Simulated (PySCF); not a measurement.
**HgF (charge +1): density, localisation and related maps**

```xyz
2

Hg    0.0000    0.0000   -0.1669
F     0.0000    0.0000    1.7741
```

Core potentials replace the inner electrons of Hg.

Level of theory: PBE0/def2-SVPD, non-relativistic Hamiltonian with scalar-relativistic core potentials where named, at a bond length of 1.941 Å (PySCF).

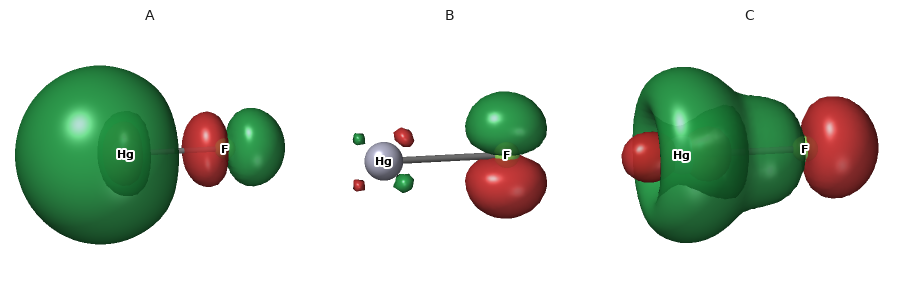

Figure 1. Three frontier orbitals, each drawn at the value that holds 80 % of its norm (green and red are the two phases), in no order; of a degenerate pair one member is drawn.

Q: Name the orbitals and rank them from lowest to highest energy.

A: Orbital C: σ, occupied, −18.02 eV; shared between the atoms (Hg 50 %, F 50 %).
Orbital B: π, occupied, −17.32 eV; mainly on F (90 %).
Orbital A: σ, empty, −12.48 eV; mainly on Hg (80 %).

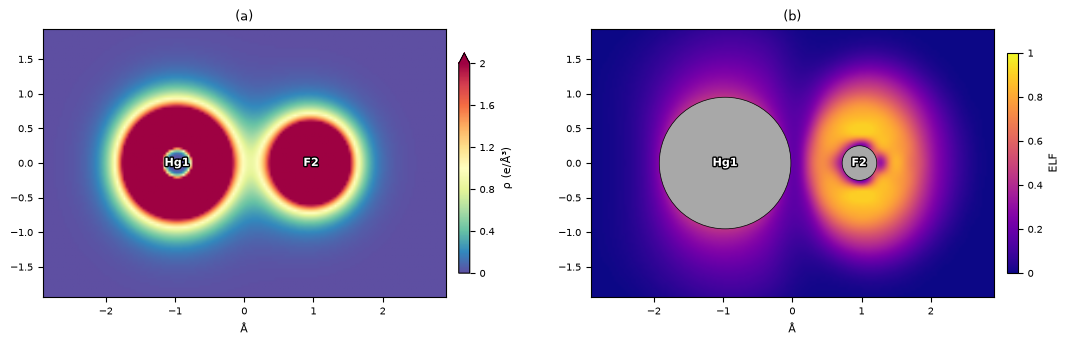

Figure 2. (a) electron density; (b) ELF on a plane that holds the molecular axis. Grey discs cover the atomic cores in the ELF map.

Q: What does the map show?

A: The plane passes through Hg and F nuclei. Hg–F (1.94 Å): ρ is about 0.97 e/Å³ halfway, with its minimum of 0.85 e/Å³ about 1.1 Å from Hg; the ELF peaks at about 0.70 in the valence shell of F, 0.5 Å from its nucleus, and drops to about 0.20 between the two atoms. The ELF also peaks beside F2, away from the bonds: lone-pair regions.

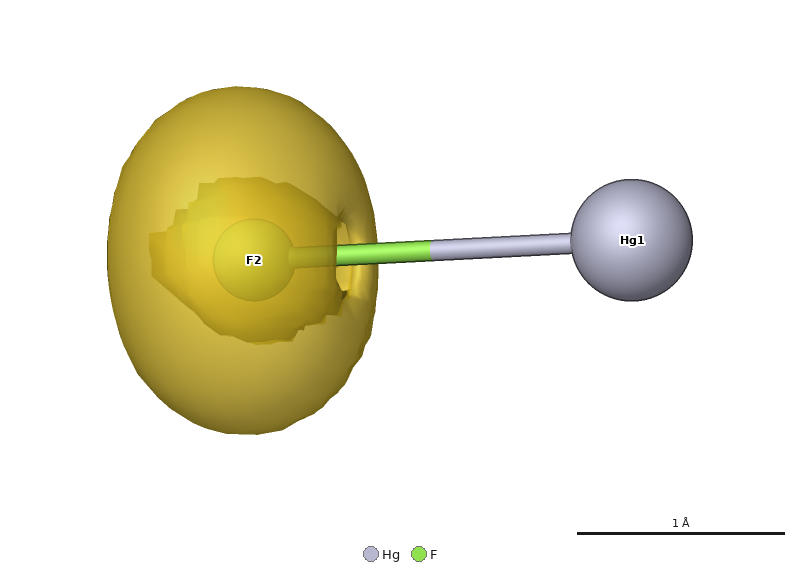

Figure 3. Isosurface of the electron localisation function at 0.75 (yellow), seen from one side. Core shells and regions of very low density are left out.

Q: Identify the bonds, lone pairs and shells in this picture.

A: At this value the surface marks out one region wrapped around F (its valence shell).
